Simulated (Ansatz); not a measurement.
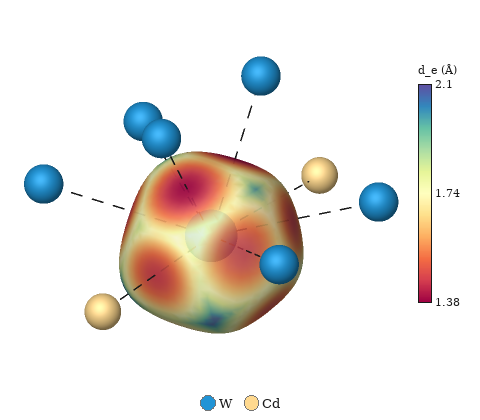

Hirshfeld surface computed for one W atom in CdW3 (P6_3/mmc), coloured by d_e. Dashed lines lead to the closest neighbours outside.

The surface is where the fragment's share of the procrystal density (the sum of the densities of spherically averaged neutral Hartree-Fock atoms) equals one half. d_i and d_e are the distances from the surface to the nearest nucleus inside and outside. From Rb on the atoms have core potentials, so only their outer electrons count.

Source of the atomic positions: the geometry relaxed with DFT PBE, scalar-relativistic, plane waves, PAW in Ansatz 0.2.0; the starting structure was generated, so it need not be a known form of this composition.

```cif
data_structure
_symmetry_space_group_name_H-M 'P 1'
_symmetry_Int_Tables_number 1
_cell_length_a 5.8252
_cell_length_b 5.8252
_cell_length_c 4.6667
_cell_angle_alpha 90.000
_cell_angle_beta 90.000
_cell_angle_gamma 120.000
_cell_volume 137.14
loop_
_atom_site_label
_atom_site_type_symbol
_atom_site_fract_x
_atom_site_fract_y
_atom_site_fract_z
_atom_site_occupancy
Cd1 Cd 0.33333 0.66667 0.25000 1
Cd2 Cd 0.66667 0.33333 0.75000 1
W1 W 0.84705 0.69409 0.25000 1
W2 W 0.15295 0.84705 0.75000 1
W3 W 0.30591 0.15295 0.25000 1
W4 W 0.15295 0.30591 0.75000 1
W5 W 0.84705 0.15295 0.25000 1
W6 W 0.69409 0.84705 0.75000 1
```

What is the shortest distance from the fragment to an atom outside it?

Answer. W–W, 2.67 Å.

How is the surface shared among contacts (nearest atom inside ··· nearest atom outside)?

Answer. W···W 64 %, W···Cd 36 %. The surface faces 12 neighbours with more than 2 % of its area each: 8 W + 4 Cd.

Give the size and shape of the surface.

Answer. It encloses about 13.2 Å³, has an area of about 27 Å² and a globularity of 0.99 (1 for a sphere).
